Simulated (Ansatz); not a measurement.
Base system: GaAs in the zinc blende structure (space group F-43m, No. 216; a = 5.666 Å). Axes: x, y, z lie along the cube axes.

The change: the cell is stretched by 1.28 % along y with no lateral relaxation; the atoms relax in the strained cell.

The values are results of Ansatz (a first-principles code) r2SCAN, no SOC, earlier PAW set, not measurements.

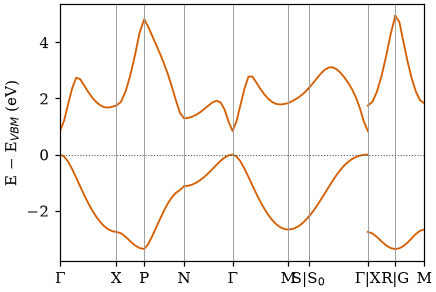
*Highest valence and lowest conduction band along the path of the changed cell's own zone*

The gap is 0.84 eV, direct at Γ; the base has 0.97 eV.

No phonon test of stability was made. k-point labels follow each cell's own Brillouin zone.
